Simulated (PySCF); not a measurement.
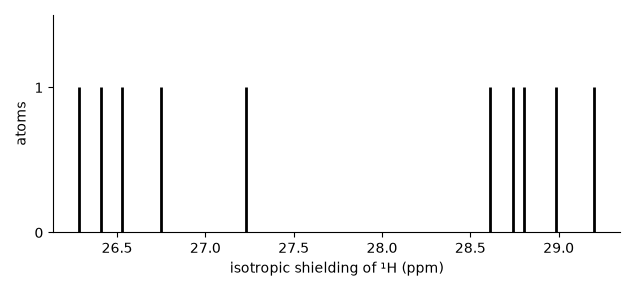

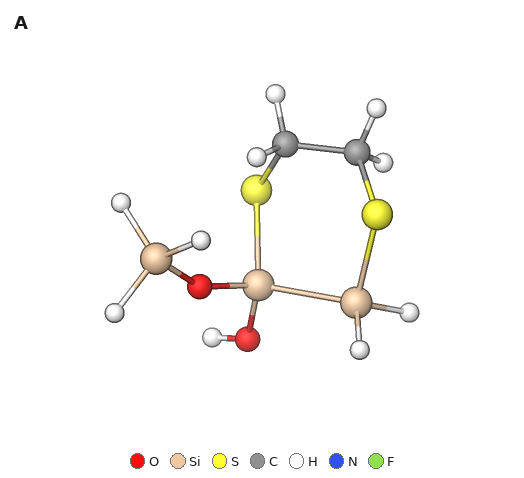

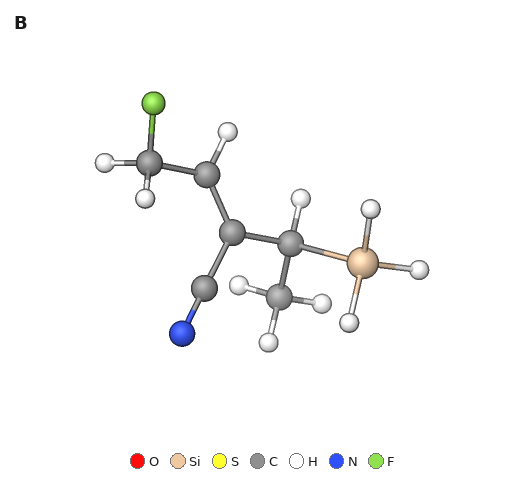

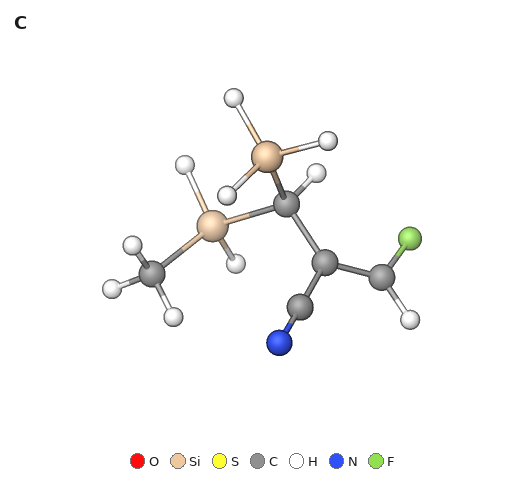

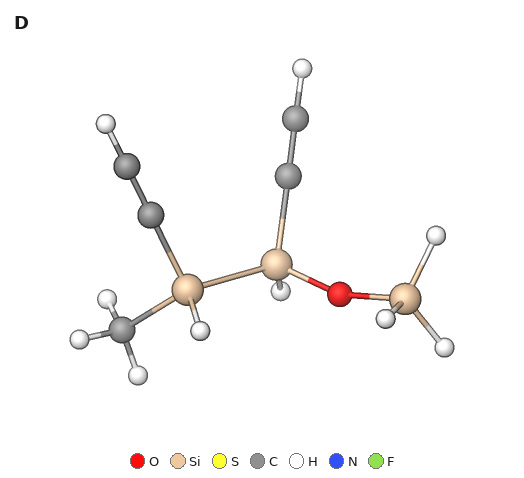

The sticks are computed shieldings of one of the molecules, for one fixed geometry (GFN2-xTB) without averaging over rotations. Low shielding means a high chemical shift. Method: GIAO PBE0/pcSseg-1 NMR shielding, non-relativistic, gas phase (PySCF 2.14.0).

Which molecule gives this pattern?

Answer. A, `O[Si@@]1(O[SiH3])[SiH2]SCCS1`. Its 10 H atoms give lines at 26.28, 26.41, 26.53, 26.75, 27.23, 28.61, 28.74, 28.80, 28.99, 29.20 ppm.

The geometry is semi-empirical. Around Si such bond lengths and angles can be off by a tenth of an ångström or more and by several degrees, and values that hang on the shape move with them.
